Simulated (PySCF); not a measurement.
# Geometry relaxation of AlAsH6S

AlAsH6S, computed with RKS PBE0-D4/def2-TZVP, density fitting (PySCF 2.14.0).

The geometry is a transition state displaced along its imaginary mode. The reaction was set up to form Al1–As6 and S2–H5 and to break Al1–S2 and H5–As6 (atoms counted from 1 in the order of the input); sticks are drawn by distance alone.

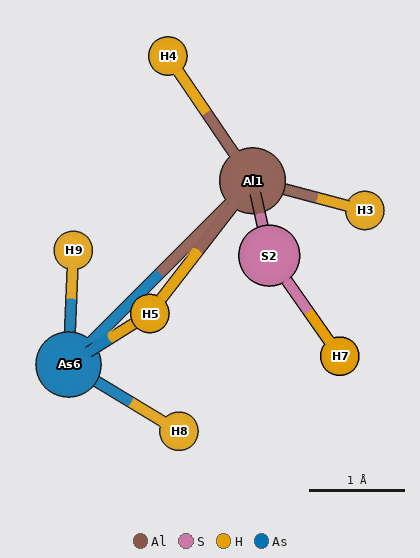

*The structure as given in the input (ball-and-stick view, seen at a tilt; atoms are numbered from 1 in the order of the input). Sticks mark near contacts.*

### Key numbers

- outcome: converged
- total energy: −78358.0933 eV
- largest force (length of the vector) at the end: 0.005 eV/Å
- hardware: 4 threads of Arm Neoverse V1, 23 GiB of memory available, shared host
- wall time: 3.2 min (CPU time 12 min)
- peak memory: 1.5 GiB

### The input
```python
import json, numpy as np
from pyscf import gto, scf, dft, mp, cc
EV, BOHR = 27.211386245988, 0.529177210903
mol = gto.M(atom="""
Al -0.650501 -0.002093 -0.816477
S 0.829174 1.710543 -1.058130
H -0.303279 -1.398792 -1.496684
H -2.101855 0.610800 -0.628832
H 0.432374 0.737262 0.590900
As 0.157190 -0.245230 1.834034
H 1.896217 0.909440 -1.162097
H 0.939772 -1.443898 1.281725
H -1.199093 -0.878131 1.455560
""", basis="def2-tzvp", charge=0, spin=0, max_memory=8670, verbose=0)
def mean_field(mol, dm=None):
    mf = dft.RKS(mol, xc="pbe0").density_fit()
    mf.conv_tol = 1e-9; mf.grids.level = 4
    mf.kernel(dm0=dm)
    if not mf.converged: mf = mf.newton().run(mf.mo_coeff, mf.mo_occ)
    assert mf.converged
    return mf
def d4(mol):
    from pyscf.dispersion.dftd4 import DFTD4Dispersion
    real = gto.M(atom=[(mol.atom_pure_symbol(i), mol.atom_coord(i)) for i in range(9)], unit='B', charge=mol.charge, spin=None, basis='def2-svp', verbose=0)
    r = DFTD4Dispersion(real, xc="pbe0", atm=True).get_dispersion(grad=True); return r["energy"], r["gradient"]
def energy_and_gradient(mol, dm=None):
    mf = mean_field(mol, dm); e, g = d4(mol)
    return mf, (mf.e_tot + e) * EV, (mf.nuc_grad_method().kernel()[:9] + g) * EV / BOHR
out = {}
# rational-function steps on a BFGS-updated Hessian; the first Hessian (eV/A^2) comes from GFN2-xTB
H = np.load("h0.npy"); x = mol.atom_coords(unit="A").ravel(); dm = old = None; trust = 0.2; steps = []
for it in range(90):
    mol.set_geom_(x.reshape(-1, 3), unit="A"); mf, e, g = energy_and_gradient(mol, dm); g = g.ravel(); dm = mf.make_rdm1()
    print(f"relax step {it + 1}: E = {e:.6f} eV, largest force component {abs(g).max():.4f} eV/A", flush=True); steps.append([e, x.reshape(-1, 3).tolist(), (-g).reshape(-1, 3).tolist()])
    if abs(g).max() < 0.008: out['converged'] = True; break
    if old is not None:
        s, z = x - old[0], g - old[1]
        if s @ z > 1e-8: H = H + np.outer(z, z) / (s @ z) - np.outer(H @ s, H @ s) / (s @ H @ s)
        trust = max(0.03, trust / 2) if e > old[2] + 1e-4 else min(0.35, trust * 1.3)
    w, V = np.linalg.eigh(H); w = np.maximum(abs(w), 0.08); f = V.T @ g; M = np.diag(np.append(w, 0.0)); M[-1, :-1] = M[:-1, -1] = f
    dx = V @ (-f / (w - np.linalg.eigvalsh(M)[0])); big = np.linalg.norm(dx.reshape(-1, 3), axis=1).max(); dx *= min(1, trust / big)
    old = (x, g, e); x = x + dx
out.update(energy=e, forces=steps[-1][2], positions=steps[-1][1], steps=steps)
out['s2'] = mf.spin_square()[0]; out['nelec'] = mol.nelec
print(f"Total energy {out['energy']:.6f} eV, <S^2> {out['s2']:.4f}")
json.dump(out, open("out.json", "w"), default=float)
```

Command:
```bash
OMP_NUM_THREADS=4 python run.py
```

### What the program printed
```
relax step 1: E = -78357.554375 eV, largest force component 0.8270 eV/A
relax step 2: E = -78357.822387 eV, largest force component 0.9721 eV/A
relax step 3: E = -78357.910952 eV, largest force component 1.4446 eV/A
relax step 4: E = -78358.033066 eV, largest force component 0.4352 eV/A
relax step 5: E = -78357.966746 eV, largest force component 1.4062 eV/A
relax step 6: E = -78358.069915 eV, largest force component 0.1935 eV/A
relax step 7: E = -78358.061547 eV, largest force component 0.3939 eV/A
relax step 8: E = -78358.082204 eV, largest force component 0.2035 eV/A
relax step 9: E = -78358.073324 eV, largest force component 0.4015 eV/A
relax step 10: E = -78358.088555 eV, largest force component 0.1632 eV/A
relax step 11: E = -78358.075814 eV, largest force component 0.4541 eV/A
relax step 12: E = -78358.088497 eV, largest force component 0.2029 eV/A
relax step 13: E = -78358.090586 eV, largest force component 0.1494 eV/A
relax step 14: E = -78358.092657 eV, largest force component 0.0806 eV/A
relax step 15: E = -78358.093039 eV, largest force component 0.0251 eV/A
relax step 16: E = -78358.093157 eV, largest force component 0.0135 eV/A
relax step 17: E = -78358.093237 eV, largest force component 0.0124 eV/A
relax step 18: E = -78358.093263 eV, largest force component 0.0090 eV/A
relax step 19: E = -78358.093281 eV, largest force component 0.0048 eV/A
```

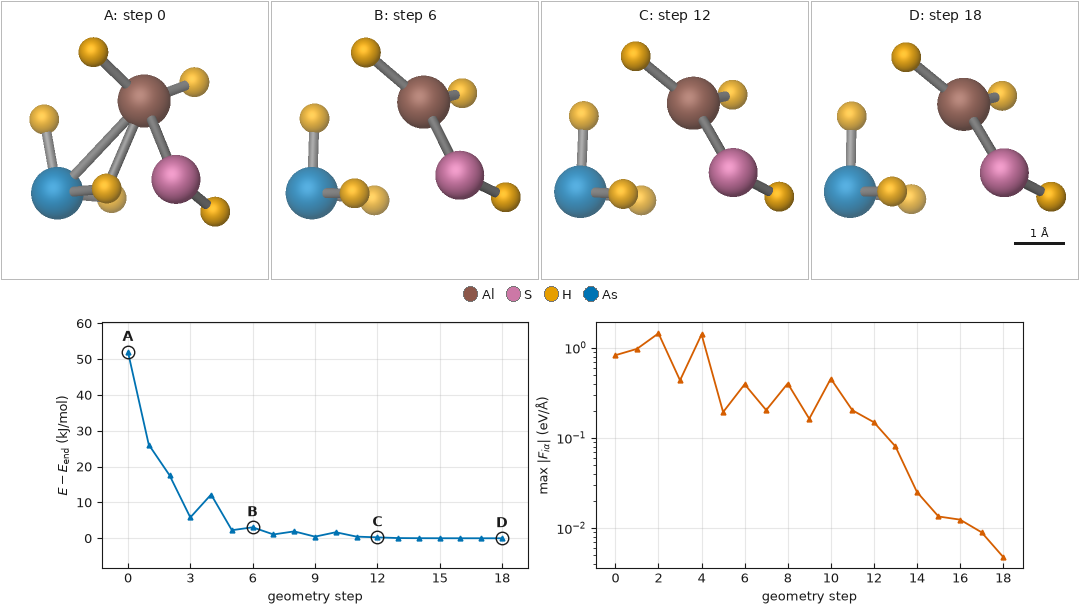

*Frames of the relaxation (ball-and-stick view, seen at a tilt) above the curves, on which the letters mark them (the first geometry is step 0 here and step 1 in the log).*

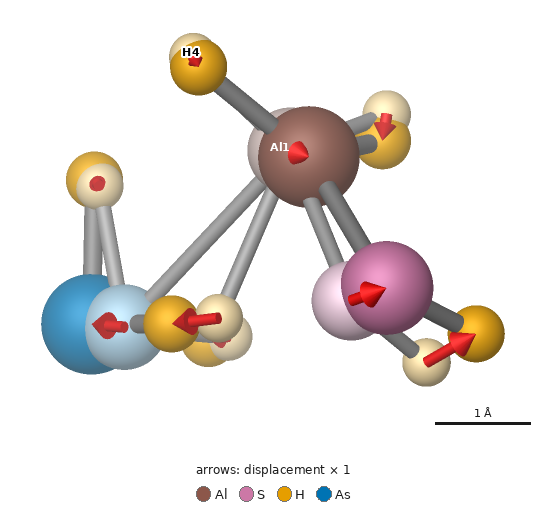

*Start (faint) and end (solid) with the displacements as red arrows, at true length (ball-and-stick view, seen at a tilt). The two geometries are laid on each other by the best rigid fit.*

The energy falls by 52.0 kJ/mol in 18 geometry steps. The largest force component goes from 0.83 to 0.0048 eV/Å. The largest move after the best rigid fit is that of H7, 0.67 Å. Largest moves by element: H 0.67 Å, As 0.49 Å, S 0.47 Å, Al 0.34 Å. Among the contacts that change: Al1–As6 2.781 → 3.360 Å, Al1–H5 1.924 → 2.315 Å, Al1–S2 2.276 → 2.198 Å, H5–As6 1.608 → 1.537 Å. Among the angles that change: H5–As6–H9 102.2° → 92.7°, S2–Al1–H4 108.5° → 115.6°, H5–As6–H8 96.4° → 92.1°. (Atoms are counted from 1 in the order of the input.)

```
Total energy -78358.093281 eV, <S^2> 0.0000
```

### Trajectory as extended XYZ (Å, eV, eV/Å), 19 frames, from step=1 to step=19
```
9
Properties=species:S:1:pos:R:3:forces:R:3 step=1 energy=-78357.55438
Al   -0.6505   -0.0021   -0.8165   -0.1060   0.1404  -0.5938
S     0.8292    1.7105   -1.0581   -0.0495   0.3885  -0.7229
H    -0.3033   -1.3988   -1.4967   -0.0031   0.1139   0.1577
H    -2.1019    0.6108   -0.6288    0.0640  -0.0765   0.0454
H     0.4324    0.7373    0.5909   -0.1049  -0.2727   0.3771
As    0.1572   -0.2452    1.8340   -0.0958  -0.7232   0.8270
H     1.8962    0.9094   -1.1621    0.1213  -0.0925  -0.0217
H     0.9398   -1.4439    1.2817   -0.0989   0.2778   0.0081
H    -1.1991   -0.8781    1.4556    0.2731   0.2442  -0.0771
9
Properties=species:S:1:pos:R:3:forces:R:3 step=2 energy=-78357.82239
Al   -0.6625    0.0542   -0.9540   -0.0620  -0.0335  -0.1037
S     0.8156    1.6946   -1.1245    0.1160   0.5019  -0.6644
H    -0.3144   -1.3960   -1.4869    0.0089   0.0402   0.0555
H    -2.1179    0.5864   -0.6360    0.0074  -0.0142  -0.0464
H     0.3917    0.6598    0.7708    0.1143   0.2349  -0.1116
As    0.1848   -0.2867    1.9315   -0.2218  -0.6175   0.9721
H     1.8977    0.9037   -1.1795    0.0044  -0.0821  -0.0404
H     0.9572   -1.4168    1.2767    0.0347  -0.0119  -0.0617
H    -1.1521   -0.7994    1.4018   -0.0018  -0.0179   0.0006
9
Properties=species:S:1:pos:R:3:forces:R:3 step=3 energy=-78357.91095
Al   -0.6304    0.1592   -1.0150   -0.3354  -0.6256   0.1907
S     0.8194    1.7442   -1.3294    0.5208   0.2675  -0.2209
H    -0.2605   -1.3487   -1.3899    0.0273   0.2037   0.0230
H    -2.1158    0.5670   -0.6473    0.0356   0.1033  -0.0836
H     0.3877    0.6988    0.9273   -0.1634  -0.8757   1.1711
As    0.1393   -0.4289    2.1085    0.0610   0.7289  -1.4446
H     1.8575    0.8742   -1.3078   -0.1946   0.1843  -0.0858
H     0.9577   -1.4236    1.2737   -0.1063   0.0559   0.2147
H    -1.1548   -0.8423    1.3798    0.1548  -0.0425   0.2354
9
Properties=species:S:1:pos:R:3:forces:R:3 step=4 energy=-78358.03307
Al   -0.6291    0.1843   -1.0421   -0.0278  -0.3769   0.0904
S     0.8312    1.7900   -1.3781    0.0899  -0.0443  -0.1792
H    -0.2276   -1.3358   -1.3445    0.0127   0.2655  -0.0166
H    -2.1177    0.5832   -0.6946    0.0058   0.1028  -0.0212
H     0.4192    0.5514    0.9434   -0.0254   0.1488   0.1857
As    0.1154   -0.3762    2.1332   -0.0307   0.3789   0.0893
H     1.8145    0.8841   -1.5527   -0.0246   0.1209  -0.0253
H     0.9507   -1.4312    1.4734    0.1693  -0.4352  -0.0916
H    -1.1566   -0.8503    1.4624   -0.1692  -0.1605  -0.0315
9
Properties=species:S:1:pos:R:3:forces:R:3 step=5 energy=-78357.96675
Al   -0.6491    0.1023   -1.0100    0.0943   0.8765   0.0534
S     0.7980    1.7257   -1.4009   -0.4446   0.4880   0.0607
H    -0.2584   -1.2963   -1.4680    0.1532  -0.8703  -0.1379
H    -2.0900    0.6313   -0.6541   -0.0640  -0.0203   0.0297
H     0.3909    0.6454    1.1435    0.1063   0.6897  -0.7857
As    0.1136   -0.4199    2.1256   -0.0649  -1.4062   0.5726
H     1.9059    1.0115   -1.5395    0.2893  -0.4113  -0.0836
H     0.9557   -1.4771    1.3626   -0.2078   0.4337   0.2603
H    -1.1667   -0.9239    1.4411    0.1382   0.2202   0.0306
9
Properties=species:S:1:pos:R:3:forces:R:3 step=6 energy=-78358.06992
Al   -0.6238    0.1392   -1.0153    0.1444   0.1025  -0.0439
S     0.7851    1.7904   -1.3987   -0.0382   0.1041  -0.0528
H    -0.1949   -1.3296   -1.3990   -0.0054  -0.0533   0.0237
H    -2.0882    0.6191   -0.6807   -0.0488  -0.0207   0.0306
H     0.4185    0.6322    1.0937   -0.0664  -0.1935   0.0566
As    0.1019   -0.4510    2.1454   -0.0801   0.0088   0.0434
H     1.8544    1.0133   -1.6293   -0.0067  -0.0740  -0.0182
H     0.9282   -1.5140    1.4401    0.0231   0.0498  -0.0465
H    -1.1815   -0.9008    1.4442    0.0781   0.0762   0.0071
9
Properties=species:S:1:pos:R:3:forces:R:3 step=7 energy=-78358.06155
Al   -0.6012    0.2035   -1.0333   -0.3398  -0.2438   0.1736
S     0.7913    1.8439   -1.4338    0.3939  -0.2915  -0.2217
H    -0.1530   -1.2927   -1.3587   -0.0113   0.1910  -0.0115
H    -2.1058    0.5741   -0.6208    0.2812   0.0016  -0.0963
H     0.3402    0.5797    1.0811    0.0279   0.1491   0.0106
As    0.1067   -0.4532    2.1847    0.3830  -0.1324  -0.0487
H     1.7714    0.9519   -1.7568   -0.2995   0.3777   0.1022
H     0.9927   -1.4619    1.4387   -0.1762   0.1149   0.1775
H    -1.1418   -0.9472    1.4995   -0.2592  -0.1666  -0.0856
9
Properties=species:S:1:pos:R:3:forces:R:3 step=8 energy=-78358.08220
Al   -0.5932    0.1572   -1.0373    0.0494  -0.1926   0.0014
S     0.7787    1.8053   -1.5098   -0.1848   0.1889   0.0117
H    -0.1535   -1.3463   -1.3303   -0.0118   0.1645   0.0213
H    -2.0687    0.5853   -0.6762   -0.0285   0.0245   0.0059
H     0.3619    0.5852    1.0762    0.0367   0.1033   0.0041
As    0.0804   -0.4229    2.1946   -0.0974   0.0758   0.0204
H     1.8244    1.0039   -1.7186    0.2035  -0.1672  -0.0652
H     0.9478   -1.4626    1.5183    0.0484  -0.1282  -0.0411
H    -1.1768   -0.9073    1.4838   -0.0154  -0.0690   0.0413
9
Properties=species:S:1:pos:R:3:forces:R:3 step=9 energy=-78358.07332
Al   -0.5963    0.1682   -1.0085    0.0815   0.4015  -0.0083
S     0.7707    1.8371   -1.4629    0.2826  -0.1973  -0.1173
H    -0.1395   -1.2691   -1.3882    0.0752  -0.3591  -0.0449
H    -2.0608    0.6149   -0.6383   -0.0686  -0.0132   0.0523
H     0.3943    0.5856    1.1160   -0.1196  -0.2072   0.0830
As    0.0652   -0.4785    2.1910   -0.0869   0.1429   0.0033
H     1.8197    1.0475   -1.8148   -0.3375   0.1956   0.1171
H     0.9369   -1.5244    1.5299    0.0808  -0.0598  -0.0789
H    -1.1882   -0.9843    1.4761    0.0927   0.0965  -0.0064
9
Properties=species:S:1:pos:R:3:forces:R:3 step=10 energy=-78358.08855
Al   -0.5822    0.1607   -1.0280    0.0273   0.0715  -0.0001
S     0.7738    1.8262   -1.5129   -0.0946   0.0472   0.0166
H    -0.1078   -1.3104   -1.3544   -0.0037  -0.0219   0.0133
H    -2.0615    0.5789   -0.6520    0.0241  -0.0144  -0.0069
H     0.3264    0.6122    1.1037   -0.0478  -0.0723   0.0005
As    0.0598   -0.4429    2.1911    0.1632  -0.0032   0.0752
H     1.8172    1.0230   -1.7624    0.0680  -0.0606  -0.0342
H     0.9566   -1.4706    1.5111   -0.0360   0.0655   0.0186
H    -1.1798   -0.9802    1.5038   -0.1004  -0.0119  -0.0831
9
Properties=species:S:1:pos:R:3:forces:R:3 step=11 energy=-78358.07581
Al   -0.5569    0.1905   -1.0434    0.0161  -0.3517   0.0272
S     0.7919    1.8449   -1.5175    0.1635   0.0047  -0.0820
H    -0.0733   -1.3123   -1.3060   -0.0596   0.2402   0.0061
H    -2.0413    0.5932   -0.6923   -0.0386   0.0189   0.0130
H     0.3389    0.5427    1.1078    0.0803   0.1879  -0.0478
As    0.0251   -0.4467    2.2280   -0.4541  -0.1534  -0.2193
H     1.8155    1.0205   -1.8169   -0.0634   0.0832   0.0238
H     0.9225   -1.4900    1.5901    0.0140  -0.0904  -0.0113
H    -1.2189   -0.9465    1.4501    0.3419   0.0606   0.2903
9
Properties=species:S:1:pos:R:3:forces:R:3 step=12 energy=-78358.08850
Al   -0.5605    0.1829   -1.0366    0.0145  -0.1693   0.0152
S     0.7881    1.8393   -1.5337    0.0812  -0.0055  -0.0442
H    -0.0903   -1.3100   -1.3166   -0.0174   0.1149   0.0027
H    -2.0412    0.5901   -0.6686   -0.0175   0.0192   0.0079
H     0.3289    0.5555    1.0961    0.0476   0.0979  -0.0105
As    0.0427   -0.4451    2.2210   -0.2029   0.0048  -0.0587
H     1.8195    1.0252   -1.8265   -0.0452   0.0414   0.0115
H     0.9238   -1.4907    1.5682    0.0398  -0.0907  -0.0338
H    -1.2071   -0.9510    1.4965    0.1001  -0.0128   0.1100
9
Properties=species:S:1:pos:R:3:forces:R:3 step=13 energy=-78358.09059
Al   -0.5540    0.1724   -1.0346    0.0256  -0.0206   0.0050
S     0.7929    1.8368   -1.5281   -0.0296   0.0339  -0.0003
H    -0.0592   -1.3019   -1.3345   -0.0253   0.0263   0.0110
H    -2.0372    0.5806   -0.6712   -0.0015  -0.0097  -0.0027
H     0.2945    0.5974    1.1159   -0.0541  -0.0278  -0.0059
As    0.0083   -0.4421    2.2121    0.0294  -0.1494  -0.0917
H     1.8236    1.0237   -1.8065    0.0426  -0.0199  -0.0171
H     0.9458   -1.4591    1.5614   -0.0908   0.0925   0.0686
H    -1.2102   -1.0123    1.4845    0.1036   0.0747   0.0330
9
Properties=species:S:1:pos:R:3:forces:R:3 step=14 energy=-78358.09266
Al   -0.5497    0.1760   -1.0285    0.0104   0.0393   0.0002
S     0.7941    1.8358   -1.5544   -0.0041  -0.0193   0.0005
H    -0.0750   -1.3016   -1.3231    0.0058  -0.0204  -0.0003
H    -2.0280    0.5902   -0.6508    0.0026  -0.0003  -0.0003
H     0.2965    0.5819    1.1043    0.0028  -0.0195   0.0037
As    0.0358   -0.4469    2.2170    0.0474   0.0541   0.0521
H     1.8247    1.0248   -1.8492   -0.0084   0.0054  -0.0008
H     0.9173   -1.4882    1.5501    0.0243  -0.0076  -0.0213
H    -1.2101   -0.9774    1.5327   -0.0806  -0.0319  -0.0339
9
Properties=species:S:1:pos:R:3:forces:R:3 step=15 energy=-78358.09304
Al   -0.5464    0.1793   -1.0300    0.0070  -0.0123   0.0054
S     0.8003    1.8340   -1.5575    0.0036   0.0042  -0.0044
H    -0.0749   -1.3028   -1.3179    0.0012   0.0052  -0.0006
H    -2.0246    0.5932   -0.6521    0.0023   0.0071  -0.0032
H     0.2899    0.5772    1.1031   -0.0073   0.0007   0.0090
As    0.0270   -0.4456    2.2205    0.0251   0.0226   0.0032
H     1.8305    1.0238   -1.8552   -0.0100  -0.0014   0.0013
H     0.9205   -1.4798    1.5559    0.0021  -0.0108  -0.0005
H    -1.2162   -0.9853    1.5311   -0.0240  -0.0154  -0.0102
9
Properties=species:S:1:pos:R:3:forces:R:3 step=16 energy=-78358.09316
Al   -0.5415    0.1802   -1.0306    0.0045  -0.0075   0.0012
S     0.8039    1.8356   -1.5570    0.0022  -0.0013  -0.0022
H    -0.0659   -1.3008   -1.3180   -0.0013   0.0053   0.0013
H    -2.0201    0.5949   -0.6582   -0.0091   0.0024   0.0018
H     0.2794    0.5799    1.1068   -0.0016   0.0057  -0.0052
As    0.0230   -0.4465    2.2211   -0.0100  -0.0135  -0.0035
H     1.8290    1.0191   -1.8534    0.0062   0.0031  -0.0031
H     0.9196   -1.4778    1.5547   -0.0033   0.0029   0.0013
H    -1.2207   -0.9917    1.5317    0.0123   0.0030   0.0084
9
Properties=species:S:1:pos:R:3:forces:R:3 step=17 energy=-78358.09324
Al   -0.5398    0.1804   -1.0291    0.0055  -0.0032  -0.0017
S     0.8062    1.8341   -1.5628   -0.0026  -0.0028   0.0007
H    -0.0648   -1.3013   -1.3143   -0.0033   0.0059   0.0016
H    -2.0184    0.5967   -0.6553    0.0010   0.0009  -0.0018
H     0.2699    0.5816    1.1069   -0.0020  -0.0009  -0.0012
As    0.0218   -0.4464    2.2224    0.0007  -0.0124  -0.0062
H     1.8318    1.0194   -1.8628   -0.0003   0.0000   0.0001
H     0.9214   -1.4743    1.5539   -0.0064   0.0094   0.0042
H    -1.2209   -0.9985    1.5377    0.0074   0.0030   0.0042
9
Properties=species:S:1:pos:R:3:forces:R:3 step=18 energy=-78358.09326
Al   -0.5375    0.1832   -1.0295   -0.0034  -0.0007   0.0018
S     0.8119    1.8322   -1.5654    0.0010   0.0081   0.0002
H    -0.0672   -1.2992   -1.3136    0.0012  -0.0068  -0.0006
H    -2.0145    0.6034   -0.6551   -0.0030   0.0022  -0.0012
H     0.2615    0.5807    1.1067   -0.0035  -0.0038   0.0052
As    0.0201   -0.4483    2.2235    0.0090   0.0032  -0.0040
H     1.8352    1.0151   -1.8658    0.0027  -0.0029  -0.0007
H     0.9207   -1.4724    1.5516   -0.0009   0.0015   0.0021
H    -1.2224   -1.0045    1.5436   -0.0032  -0.0008  -0.0027
9
Properties=species:S:1:pos:R:3:forces:R:3 step=19 energy=-78358.09328
Al   -0.5380    0.1829   -1.0291    0.0029  -0.0006  -0.0024
S     0.8129    1.8309   -1.5666   -0.0003  -0.0007   0.0011
H    -0.0691   -1.3007   -1.3115   -0.0003  -0.0003   0.0001
H    -2.0148    0.6052   -0.6561   -0.0034   0.0015   0.0001
H     0.2585    0.5821    1.1073   -0.0007  -0.0003   0.0012
As    0.0215   -0.4479    2.2236    0.0048  -0.0004  -0.0007
H     1.8356    1.0128   -1.8670   -0.0002  -0.0005   0.0005
H     0.9225   -1.4702    1.5496   -0.0006   0.0021   0.0013
H    -1.2214   -1.0057    1.5455   -0.0022  -0.0009  -0.0013
```
